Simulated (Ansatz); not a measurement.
**Molecular dynamics of Cu₁₈N (part 1 of 5)**

Cu₁₈N (slab, 19 atoms in the cell), computed with DFT PBE-D3(BJ), scalar-relativistic, plane waves, PAW, PAW set soft_1, no spin polarisation (Ansatz 0.2.0).

One setting was made poor on purpose. The input holds or restrains some coordinates. It belongs to a series of runs on one base structure; here: dynamics from the start.

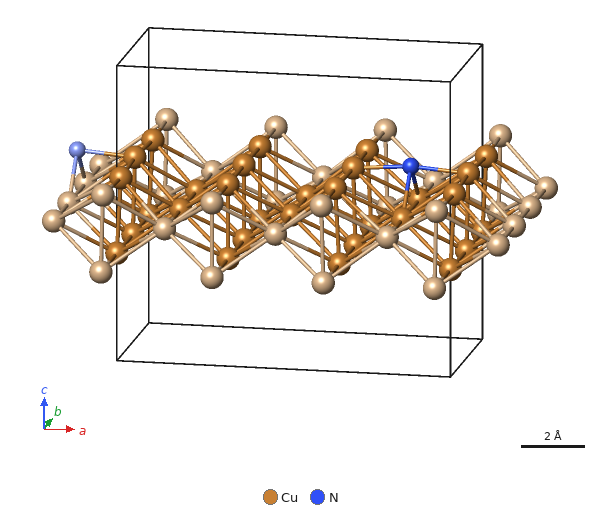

*The structure as given in the input (ball-and-stick view of the cell of the calculation, with the vacuum cut short, seen slightly off an axis; neighbours outside the cell are drawn fainter). An atom can appear more than once, as a periodic image.*

Results in brief

| quantity | value |
| --- | --- |
| outcome | finished |
| mean temperature over the second half | 1850 K |
| trajectory | 50 steps, 50 fs |
| ensemble | nvt_langevin |
| temperature in the input | 1800.0 K |
| time step | 1 fs |
| electrons treated | 347 |
| potential energy (free energy of the electrons) (last step) | −119629.9325 eV |
| Fermi energy (last step) | 0.829 eV |
| largest force (length of the vector) (last step), held atoms and coordinates included | 1.388 eV/Å |
| hardware | 4 threads of Arm Neoverse V1, 24 GiB of memory available, shared host |
| wall time | 27 min (CPU time 82 min) |
| peak memory | 3 GiB |

Notes

A deliberately poor setting: heavy friction. The cell holds an odd number of electrons but the run has no spin polarisation, so a band is left half filled. So short a trajectory is not equilibrated.

The input
```yaml
crystal:
  lattice:
    - [10.83, 0.0, 0.0]
    - [0.0, 5.105311, 0.0]
    - [0.0, 0.0, 15.552655]
  atoms:
    - { symbol: Cu, position: [0.0, 0.0, 0.0642977] }
    - { symbol: Cu, position: [0.3333333, 0.0, 0.0642977] }
    - { symbol: Cu, position: [0.6666667, 0.0, 0.0642977] }
    - { symbol: Cu, position: [0.0, 0.5, 0.0642977] }
    - { symbol: Cu, position: [0.3333333, 0.5, 0.0642977] }
    - { symbol: Cu, position: [0.6666667, 0.5, 0.0642977] }
    - { symbol: Cu, position: [0.16720569, 0.25307606, 0.14168336] }
    - { symbol: Cu, position: [0.49948981, 0.25305221, 0.14165966] }
    - { symbol: Cu, position: [0.83333121, 0.237937, 0.14530108] }
    - { symbol: Cu, position: [0.16719678, 0.7469644, 0.14164541] }
    - { symbol: Cu, position: [0.4994862, 0.7469622, 0.14161725] }
    - { symbol: Cu, position: [0.83333548, 0.76175925, 0.14530159] }
    - { symbol: Cu, position: [0.01195968, 0.00016077, 0.22331961] }
    - { symbol: Cu, position: [0.33334959, -0.00011696, 0.22032603] }
    - { symbol: Cu, position: [0.65468362, 0.00014084, 0.22332227] }
    - { symbol: Cu, position: [0.00585385, 0.50009764, 0.22666502] }
    - { symbol: Cu, position: [0.33334163, 0.50004984, 0.22147098] }
    - { symbol: Cu, position: [0.66090902, 0.50010001, 0.22661844] }
    - { symbol: "N", position: [0.83342173, 0.49990319, 0.23605019] }
basis:
  ecutwfc: 420.0
kpoints:
  mp_grid: { grid: [2, 3, 1] }
hamiltonian:
  xc: pbe
  dispersion: d3bj
  pseudopotentials: { kind: paw, azcp: { folder: soft_1 } }
scf:
  occupations: { method: fermi_dirac, width: 0.05 }
  lower_state_search: "off"
  max_iter: 94
md:
  timestep: 1
  n_steps: 50
  ensemble: nvt_langevin
  temperature: 1800.0
  initial_velocities: maxwell_boltzmann
  seed: 75211
  friction: 1.0
  constraints: [{ sites: [0, 1, 2, 3, 4, 5] }]
```

Launch command:
```bash
ansatz run input.yaml --threads 4 --pin off --max-ram 10240MiB --backend cpu --events-out ev --progress --plain --runs-dir out
```

The program's output
```
Warning: md: disabling space-group detection — thermal motion breaks the input geometry's symmetry, so no spatial operation reduces the k-mesh or symmetrises the density; time reversal is kept, so that k and −k are solved as one point where they differ and the mesh holds both, and exact exchange and, on two spinor components, a DFT+U term hold to it where the run has them: on two components no moment then forms, and a state that bears one, which a typed moment (crystal.atoms[].spin; refused beside efield: under a hybrid functional) reaches, can lie lower, under hf by electronvolts; crystal.symmetry.detect: false (a key that needs symmetry detection or time reversal refuses this as the deck is read) with time_reversal: false beside it drops time reversal too
Engine: ansatz 0.2.0, aarch64-unknown-linux-gnu
Pseudopotentials: kind: paw
Pseudopotential: Cu, paw, valence charge 19, recommended cutoff 420 eV (normal), [file]
Pseudopotential: N, paw, valence charge 5, recommended cutoff 420 eV (normal), [file]
Functional definition: PBE
  parameter kappa = 0.804
  parameter beta = 0.06672455060314922
  exchange = pbe_x(kappa = kappa, mu = beta*pi^2/3)
  correlation = pbe_c(beta = beta)
Crystal: 19 atoms, lattice volume = 859.914 Å³
Basis set: ecut = 420 eV, 16787 PW (Γ), exchange–correlation on 150×72×216 points (8 copies of the dense FFT grid, shifted against one another)
Bands: 209, of which v1, the nominal top of the filled ones, is band 174 counted from 1 (173 counted from 0)
Symmetry: 1 space group operations
k-points: 4 of 6 (time reversal used)
Non-local potential: Cu, projectors of the file, l = 0: 3, l = 1: 2, l = 2: 3, l = 3: 1
Non-local potential: N, projectors of the file, l = 0: 2, l = 1: 2, l = 2: 1
PAW form: soft (Blöchl's): semilocal exchange-correlation on the pseudo side does not see the compensation charge
PAW one-centre angular grid: Cu, 590 points (default); XC on 64 Gauss nodes
PAW one-centre angular grid: N, 110 points (default); XC on 64 Gauss nodes
Initial density: superposition of atomic densities (neutral atoms: chi_scale 0, normalization atom)
Initial wavefunctions: pseudopotential atomic-orbital guess
Functional: x = pbe(κ = 0.804, μ = 0.2195149727645171), c = pbe(β = 0.06672455060314922)
SCF iter   1: F=—  HF=-119646.354437 eV  |F-HF|=—  |Δ(HF+E_count)|=         —  Δρ=1.24e-1  dr2=9.22e1  ethr=3.10e-3  ⟨swp⟩=9.5  Hψ=3945  notcnv=0  defer=29
preconditioner: auto → LDOS  [metal: Δε(μ)=0.051 eV  Ē_g=6.615 eV  σ=0.050 eV  W_gap=0.25  n_scr=180 (ndim 8)  ℏωp=18.0 eV  f_vac=0.652  D(μ)=10.70/eV (n_scr^D=52)  β→1.0]
SCF iter   2: F=—  HF=-119697.994299 eV  |F-HF|=—  |Δ(HF+E_count)|=    5.16e1  Δρ=2.09e-1  dr2=2.08e2  ethr=3.10e-3  ⟨swp⟩=4.0  Hψ=2537  notcnv=0  defer=92  recentre
SCF iter   3: F=—  HF=-119632.506390 eV  |F-HF|=—  |Δ(HF+E_count)|=    6.55e1  Δρ=4.50e-2  dr2=1.46e1  ethr=3.10e-3  ⟨swp⟩=4.0  Hψ=2180  notcnv=0  defer=101
SCF iter   4: F=—  HF=-119630.471350 eV  |F-HF|=—  |Δ(HF+E_count)|=    2.04e0  Δρ=1.93e-2  dr2=1.94e0  ethr=3.10e-3  ⟨swp⟩=2.2  Hψ=1605  notcnv=0  defer=96
SCF iter   5: F=—  HF=-119630.236496 eV  |F-HF|=—  |Δ(HF+E_count)|=   2.35e-1  Δρ=7.60e-3  dr2=4.60e-1  ethr=5.60e-4  ⟨swp⟩=2.0  Hψ=1440  notcnv=0  defer=96
SCF iter   6: F=—  HF=-119630.229204 eV  |F-HF|=—  |Δ(HF+E_count)|=   7.29e-3  Δρ=3.49e-3  dr2=1.01e-1  ethr=1.33e-4  ⟨swp⟩=2.0  Hψ=1170  notcnv=0  defer=96
SCF iter   7: F=—  HF=-119630.233629 eV  |F-HF|=—  |Δ(HF+E_count)|=   4.42e-3  Δρ=2.00e-3  dr2=2.79e-2  ethr=2.91e-5  ⟨swp⟩=2.0  Hψ=1192  notcnv=0  defer=96
SCF iter   8: F=—  HF=-119630.234692 eV  |F-HF|=—  |Δ(HF+E_count)|=   1.06e-3  Δρ=1.17e-3  dr2=1.07e-2  ethr=8.03e-6  ⟨swp⟩=2.0  Hψ=1116  notcnv=0  defer=96
SCF iter   9: F=—  HF=-119630.235532 eV  |F-HF|=—  |Δ(HF+E_count)|=   8.40e-4  Δρ=5.36e-4  dr2=2.46e-3  ethr=3.07e-6  ⟨swp⟩=2.0  Hψ=1161  notcnv=0  defer=96
SCF iter  10: F=—  HF=-119630.236345 eV  |F-HF|=—  |Δ(HF+E_count)|=   8.12e-4  Δρ=2.87e-4  dr2=6.20e-4  ethr=7.10e-7  ⟨swp⟩=2.0  Hψ=1141  notcnv=0  defer=96
SCF iter  11: F=—  HF=-119630.236710 eV  |F-HF|=—  |Δ(HF+E_count)|=   3.66e-4  Δρ=1.42e-4  dr2=1.56e-4  ethr=1.79e-7  ⟨swp⟩=2.0  Hψ=1149  notcnv=0  defer=96
SCF iter  12: F=—  HF=-119630.236882 eV  |F-HF|=—  |Δ(HF+E_count)|=   1.72e-4  Δρ=1.01e-4  dr2=6.16e-5  ethr=4.51e-8  ⟨swp⟩=2.0  Hψ=1268  notcnv=0  defer=96
SCF iter  13: F=—  HF=-119630.237017 eV  |F-HF|=—  |Δ(HF+E_count)|=   1.35e-4  Δρ=2.82e-5  dr2=8.74e-6  ethr=1.78e-8  ⟨swp⟩=2.0  Hψ=1263  notcnv=0  defer=96
SCF iter  14: F=—  HF=-119630.237086 eV  |F-HF|=—  |Δ(HF+E_count)|=   6.91e-5  Δρ=1.88e-5  dr2=3.13e-6  ethr=2.52e-9  ⟨swp⟩=2.0  Hψ=1148  notcnv=0  defer=96
SCF iter  15: F=—  HF=-119630.237090 eV  |F-HF|=—  |Δ(HF+E_count)|=   3.68e-6  Δρ=1.00e-5  dr2=8.02e-7  ethr=9.01e-10  ⟨swp⟩=2.0  Hψ=1138  notcnv=0  defer=96
SCF iter  16: F=—  HF=-119630.237091 eV  |F-HF|=—  |Δ(HF+E_count)|=   1.65e-6  Δρ=8.32e-6  dr2=5.78e-7  ethr=2.31e-10  ⟨swp⟩=2.0  Hψ=1360  notcnv=0  defer=96
SCF iter  17: F=—  HF=-119630.237092 eV  |F-HF|=—  |Δ(HF+E_count)|=   6.01e-7  Δρ=5.58e-6  dr2=2.41e-7  ethr=1.67e-10  ⟨swp⟩=2.0  Hψ=1028  notcnv=0  defer=96
SCF iter  18: F=—  HF=-119630.237092 eV  |F-HF|=—  |Δ(HF+E_count)|=   3.18e-7  Δρ=2.69e-6  dr2=6.55e-8  ethr=6.95e-11  ⟨swp⟩=2.0  Hψ=1123  notcnv=0  defer=96
SCF iter  19: F=-119630.237092 eV  HF=-119630.237092 eV  |F-HF|=6.01e-8  |Δ(HF+E_count)|=   1.62e-7  Δρ=1.42e-6  dr2=1.58e-8  ethr=5.48e-12  ⟨swp⟩=4.0  Hψ=2606  notcnv=0
SCF 1 converged in 19 iterations: F = -119630.237092 eV  dr2 = 1.58e-8
  greatest PAW one-centre occupation: 1.000 electrons in one spin orbital (limit 2), on the Cu atom at site 12 (counted from 0), in its partial waves of l = 0
md step     0: t =     0.00 fs  T =  1800.0 K  F+E_penalty+E_count = -119630.23709238 eV  E_kin = 3.024684 eV  (19 SCF iters)
Initial density: handed on by an earlier stage of this run
Initial wavefunctions: those handed on with the density
iter 1 solved again at ethr=7.86e-7 eV; its pass at ethr=3.10e-3 eV (dr2=2.73e-3 eV) is discarded
SCF iter   1: F=—  HF=-119630.235831 eV  |F-HF|=—  |Δ(HF+E_count)|=         —  Δρ=6.07e-4  dr2=1.55e-3  ethr=7.86e-7  ⟨swp⟩=4.2  Hψ=4009  notcnv=0
preconditioner: auto → LDOS  [insulator: Δε(μ)=0.190 eV  Ē_g=7.309 eV  σ=0.050 eV  W_gap=0.58  n_scr=180 (ndim 8)  ℏωp=18.0 eV  f_vac=0.656  D(μ)=9.96/eV (n_scr^D=48)  ε∞_Penn≈7.1  β→1.0]
SCF iter   2: F=—  HF=-119630.235463 eV  |F-HF|=—  |Δ(HF+E_count)|=   3.69e-4  Δρ=3.58e-4  dr2=7.41e-4  ethr=4.48e-7  ⟨swp⟩=2.5  Hψ=1618  notcnv=0
SCF iter   3: F=—  HF=-119630.235437 eV  |F-HF|=—  |Δ(HF+E_count)|=   2.60e-5  Δρ=3.50e-4  dr2=6.30e-4  ethr=2.13e-7  ⟨swp⟩=2.5  Hψ=1630  notcnv=0
SCF iter   4: F=—  HF=-119630.235316 eV  |F-HF|=—  |Δ(HF+E_count)|=   1.21e-4  Δρ=1.19e-4  dr2=8.06e-5  ethr=1.82e-7  ⟨swp⟩=2.0  Hψ=1333  notcnv=0
SCF iter   5: F=—  HF=-119630.235425 eV  |F-HF|=—  |Δ(HF+E_count)|=   1.09e-4  Δρ=6.11e-5  dr2=2.40e-5  ethr=2.32e-8  ⟨swp⟩=2.0  Hψ=1446  notcnv=0
SCF iter   6: F=—  HF=-119630.235499 eV  |F-HF|=—  |Δ(HF+E_count)|=   7.45e-5  Δρ=2.05e-5  dr2=4.02e-6  ethr=6.93e-9  ⟨swp⟩=2.0  Hψ=1437  notcnv=0
SCF iter   7: F=—  HF=-119630.235504 eV  |F-HF|=—  |Δ(HF+E_count)|=   4.11e-6  Δρ=1.35e-5  dr2=1.57e-6  ethr=1.16e-9  ⟨swp⟩=2.0  Hψ=1190  notcnv=0
SCF iter   8: F=—  HF=-119630.235505 eV  |F-HF|=—  |Δ(HF+E_count)|=   1.77e-6  Δρ=5.65e-6  dr2=3.28e-7  ethr=4.53e-10  ⟨swp⟩=2.0  Hψ=1196  notcnv=0
SCF iter   9: F=—  HF=-119630.235506 eV  |F-HF|=—  |Δ(HF+E_count)|=   4.91e-7  Δρ=2.96e-6  dr2=9.00e-8  ethr=9.45e-11  ⟨swp⟩=2.0  Hψ=1170  notcnv=0
[...]
md step     1: t =     1.00 fs  T =  1270.6 K  F+E_penalty+E_count = -119630.23550621 eV  E_kin = 2.135020 eV  (11 SCF iters)
[... from here on the SCF iterations and repeated set-up lines of each step are left out, up to the last step ...]
md step     2: t =     2.00 fs  T =  2207.6 K  F+E_penalty+E_count = -119630.23187827 eV  E_kin = 3.709627 eV  (11 SCF iters)
md step     3: t =     3.00 fs  T =  1255.6 K  F+E_penalty+E_count = -119630.22691415 eV  E_kin = 2.109939 eV  (11 SCF iters)
md step     4: t =     4.00 fs  T =  1575.7 K  F+E_penalty+E_count = -119630.22410082 eV  E_kin = 2.647721 eV  (11 SCF iters)
md step     5: t =     5.00 fs  T =  1291.6 K  F+E_penalty+E_count = -119630.21827334 eV  E_kin = 2.170323 eV  (10 SCF iters)
md step     6: t =     6.00 fs  T =  2062.2 K  F+E_penalty+E_count = -119630.21395494 eV  E_kin = 3.465223 eV  (11 SCF iters)
md step     7: t =     7.00 fs  T =  1386.9 K  F+E_penalty+E_count = -119630.20538629 eV  E_kin = 2.330452 eV  (10 SCF iters)
md step     8: t =     8.00 fs  T =  1519.1 K  F+E_penalty+E_count = -119630.19822377 eV  E_kin = 2.552676 eV  (10 SCF iters)
md step     9: t =     9.00 fs  T =  1281.8 K  F+E_penalty+E_count = -119630.19230189 eV  E_kin = 2.153855 eV  (11 SCF iters)
md step    10: t =    10.00 fs  T =  1684.8 K  F+E_penalty+E_count = -119630.19070933 eV  E_kin = 2.831143 eV  (11 SCF iters)
md step    11: t =    11.00 fs  T =  1351.1 K  F+E_penalty+E_count = -119630.18889716 eV  E_kin = 2.270303 eV  (12 SCF iters)
md step    12: t =    12.00 fs  T =  1999.5 K  F+E_penalty+E_count = -119630.18309256 eV  E_kin = 3.359845 eV  (10 SCF iters)
md step    13: t =    13.00 fs  T =  2040.0 K  F+E_penalty+E_count = -119630.17367515 eV  E_kin = 3.427999 eV  (10 SCF iters)
md step    14: t =    14.00 fs  T =  1635.6 K  F+E_penalty+E_count = -119630.16682090 eV  E_kin = 2.748477 eV  (11 SCF iters)
md step    15: t =    15.00 fs  T =  2512.3 K  F+E_penalty+E_count = -119630.16839907 eV  E_kin = 4.221684 eV  (11 SCF iters)
md step    16: t =    16.00 fs  T =  2027.8 K  F+E_penalty+E_count = -119630.16227070 eV  E_kin = 3.407464 eV  (11 SCF iters)
md step    17: t =    17.00 fs  T =  1585.0 K  F+E_penalty+E_count = -119630.14937783 eV  E_kin = 2.663369 eV  (11 SCF iters)
md step    18: t =    18.00 fs  T =  2210.9 K  F+E_penalty+E_count = -119630.14444768 eV  E_kin = 3.715187 eV  (12 SCF iters)
md step    19: t =    19.00 fs  T =  2127.3 K  F+E_penalty+E_count = -119630.13570317 eV  E_kin = 3.574669 eV  (11 SCF iters)
md step    20: t =    20.00 fs  T =  1435.0 K  F+E_penalty+E_count = -119630.12117639 eV  E_kin = 2.411399 eV  (11 SCF iters)
md step    21: t =    21.00 fs  T =  2102.4 K  F+E_penalty+E_count = -119630.10900380 eV  E_kin = 3.532908 eV  (12 SCF iters)
md step    22: t =    22.00 fs  T =  1188.7 K  F+E_penalty+E_count = -119630.09152737 eV  E_kin = 1.997387 eV  (11 SCF iters)
md step    23: t =    23.00 fs  T =  1826.9 K  F+E_penalty+E_count = -119630.07547572 eV  E_kin = 3.069952 eV  (11 SCF iters)
md step    24: t =    24.00 fs  T =  1864.9 K  F+E_penalty+E_count = -119630.06962636 eV  E_kin = 3.133719 eV  (10 SCF iters)
md step    25: t =    25.00 fs  T =  2204.3 K  F+E_penalty+E_count = -119630.08211007 eV  E_kin = 3.704140 eV  (11 SCF iters)
md step    26: t =    26.00 fs  T =  1958.4 K  F+E_penalty+E_count = -119630.09091874 eV  E_kin = 3.290922 eV  (12 SCF iters)
md step    27: t =    27.00 fs  T =  1893.2 K  F+E_penalty+E_count = -119630.07435004 eV  E_kin = 3.181311 eV  (11 SCF iters)
md step    28: t =    28.00 fs  T =  1022.6 K  F+E_penalty+E_count = -119630.05202168 eV  E_kin = 1.718287 eV  (10 SCF iters)
md step    29: t =    29.00 fs  T =  1795.3 K  F+E_penalty+E_count = -119630.03858433 eV  E_kin = 3.016704 eV  (10 SCF iters)
md step    30: t =    30.00 fs  T =  1582.8 K  F+E_penalty+E_count = -119630.03562637 eV  E_kin = 2.659630 eV  (11 SCF iters)
md step    31: t =    31.00 fs  T =  1929.7 K  F+E_penalty+E_count = -119630.04823227 eV  E_kin = 3.242630 eV  (12 SCF iters)
md step    32: t =    32.00 fs  T =  1206.2 K  F+E_penalty+E_count = -119630.04601705 eV  E_kin = 2.026842 eV  (11 SCF iters)
md step    33: t =    33.00 fs  T =  1536.9 K  F+E_penalty+E_count = -119630.04309104 eV  E_kin = 2.582519 eV  (11 SCF iters)
md step    34: t =    34.00 fs  T =  1593.2 K  F+E_penalty+E_count = -119630.04351204 eV  E_kin = 2.677216 eV  (11 SCF iters)
md step    35: t =    35.00 fs  T =  1290.1 K  F+E_penalty+E_count = -119630.03884886 eV  E_kin = 2.167874 eV  (11 SCF iters)
md step    36: t =    36.00 fs  T =  1511.5 K  F+E_penalty+E_count = -119630.03684404 eV  E_kin = 2.539967 eV  (11 SCF iters)
md step    37: t =    37.00 fs  T =  2027.4 K  F+E_penalty+E_count = -119630.02473947 eV  E_kin = 3.406769 eV  (11 SCF iters)
md step    38: t =    38.00 fs  T =  1808.3 K  F+E_penalty+E_count = -119630.00924729 eV  E_kin = 3.038568 eV  (11 SCF iters)
md step    39: t =    39.00 fs  T =  1896.8 K  F+E_penalty+E_count = -119630.00531657 eV  E_kin = 3.187417 eV  (11 SCF iters)
md step    40: t =    40.00 fs  T =  2009.0 K  F+E_penalty+E_count = -119630.01356665 eV  E_kin = 3.375918 eV  (11 SCF iters)
md step    41: t =    41.00 fs  T =  2611.9 K  F+E_penalty+E_count = -119630.02404841 eV  E_kin = 4.389053 eV  (11 SCF iters)
md step    42: t =    42.00 fs  T =  1497.0 K  F+E_penalty+E_count = -119630.02150236 eV  E_kin = 2.515567 eV  (10 SCF iters)
md step    43: t =    43.00 fs  T =  2259.4 K  F+E_penalty+E_count = -119630.02066083 eV  E_kin = 3.796628 eV  (11 SCF iters)
md step    44: t =    44.00 fs  T =  2418.1 K  F+E_penalty+E_count = -119630.02752091 eV  E_kin = 4.063319 eV  (11 SCF iters)
md step    45: t =    45.00 fs  T =  2461.8 K  F+E_penalty+E_count = -119630.03119355 eV  E_kin = 4.136759 eV  (11 SCF iters)
md step    46: t =    46.00 fs  T =  1803.2 K  F+E_penalty+E_count = -119630.02542639 eV  E_kin = 3.030060 eV  (10 SCF iters)
md step    47: t =    47.00 fs  T =  1665.3 K  F+E_penalty+E_count = -119630.00665638 eV  E_kin = 2.798280 eV  (10 SCF iters)
md step    48: t =    48.00 fs  T =  1768.8 K  F+E_penalty+E_count = -119629.97159307 eV  E_kin = 2.972304 eV  (12 SCF iters)
md step    49: t =    49.00 fs  T =  1606.5 K  F+E_penalty+E_count = -119629.94250585 eV  E_kin = 2.699595 eV  (11 SCF iters)
preconditioner: auto → LDOS  [insulator: Δε(μ)=0.185 eV  Ē_g=7.322 eV  σ=0.050 eV  W_gap=0.56  n_scr=180 (ndim 8)  ℏωp=18.0 eV  f_vac=0.656  D(μ)=10.11/eV (n_scr^D=48)  ε∞_Penn≈7.1  β→1.0]
[...]
SCF iter   2: F=—  HF=-119629.932933 eV  |F-HF|=—  |Δ(HF+E_count)|=   7.71e-4  Δρ=8.93e-4  dr2=4.13e-3  ethr=1.50e-6  ⟨swp⟩=2.5  Hψ=1650  notcnv=0
SCF iter   3: F=—  HF=-119629.932860 eV  |F-HF|=—  |Δ(HF+E_count)|=   7.23e-5  Δρ=8.09e-4  dr2=3.51e-3  ethr=1.19e-6  ⟨swp⟩=2.0  Hψ=1646  notcnv=0  defer=16
SCF iter   4: F=—  HF=-119629.932416 eV  |F-HF|=—  |Δ(HF+E_count)|=   4.44e-4  Δρ=3.48e-4  dr2=6.76e-4  ethr=1.01e-6  ⟨swp⟩=2.0  Hψ=1011  notcnv=0  defer=16
SCF iter   5: F=—  HF=-119629.932346 eV  |F-HF|=—  |Δ(HF+E_count)|=   7.03e-5  Δρ=1.45e-4  dr2=1.26e-4  ethr=1.95e-7  ⟨swp⟩=2.0  Hψ=1444  notcnv=0  defer=16
SCF iter   6: F=—  HF=-119629.932333 eV  |F-HF|=—  |Δ(HF+E_count)|=   1.29e-5  Δρ=4.90e-5  dr2=2.06e-5  ethr=3.62e-8  ⟨swp⟩=2.0  Hψ=1441  notcnv=0  defer=16
SCF iter   7: F=—  HF=-119629.932449 eV  |F-HF|=—  |Δ(HF+E_count)|=   1.16e-4  Δρ=2.55e-5  dr2=5.92e-6  ethr=5.95e-9  ⟨swp⟩=2.0  Hψ=1161  notcnv=0  defer=16
SCF iter   8: F=—  HF=-119629.932454 eV  |F-HF|=—  |Δ(HF+E_count)|=   5.57e-6  Δρ=1.03e-5  dr2=1.34e-6  ethr=1.71e-9  ⟨swp⟩=2.0  Hψ=1178  notcnv=0  defer=16
SCF iter   9: F=—  HF=-119629.932456 eV  |F-HF|=—  |Δ(HF+E_count)|=   1.70e-6  Δρ=5.87e-6  dr2=3.95e-7  ethr=3.86e-10  ⟨swp⟩=2.0  Hψ=1125  notcnv=0  defer=16
SCF iter  10: F=—  HF=-119629.932457 eV  |F-HF|=—  |Δ(HF+E_count)|=   5.06e-7  Δρ=3.89e-6  dr2=1.22e-7  ethr=1.14e-10  ⟨swp⟩=2.0  Hψ=1174  notcnv=0  defer=16
SCF iter  11: F=—  HF=-119629.932457 eV  |F-HF|=—  |Δ(HF+E_count)|=   1.49e-7  Δρ=1.81e-6  dr2=2.50e-8  ethr=3.52e-11  ⟨swp⟩=2.0  Hψ=1142  notcnv=0  defer=16
SCF iter  12: F=-119629.932457 eV  HF=-119629.932457 eV  |F-HF|=3.72e-8  |Δ(HF+E_count)|=   6.89e-8  Δρ=1.16e-6  dr2=8.76e-9  ethr=5.48e-12  ⟨swp⟩=4.0  Hψ=2633  notcnv=0
SCF 51 converged in 12 iterations: F = -119629.932457 eV  dr2 = 8.76e-9
md step    50: t =    50.00 fs  T =  2740.2 K  F+E_penalty+E_count = -119629.93245679 eV  E_kin = 4.604556 eV  (12 SCF iters)
```

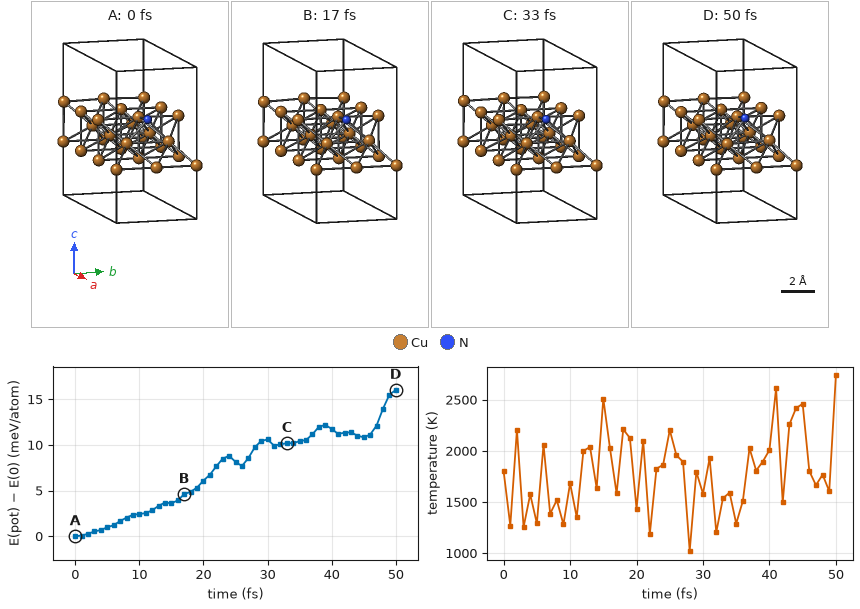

*Frames of the molecular dynamics (ball-and-stick, simulation cell, with the vacuum cut short, seen slightly off an axis) above the curves, on which the letters mark them.*

The trajectory kept here has 51 frames over 50 fs. The temperature starts at 1800 K, ranges from 1023 to 2740 K and averages 1850 K over the second half. The potential energy ends 16.0 meV/atom above its first value. With the common drift removed, the root-mean-square displacement is 0.07 Å, and N19 has moved furthest (0.18 Å).
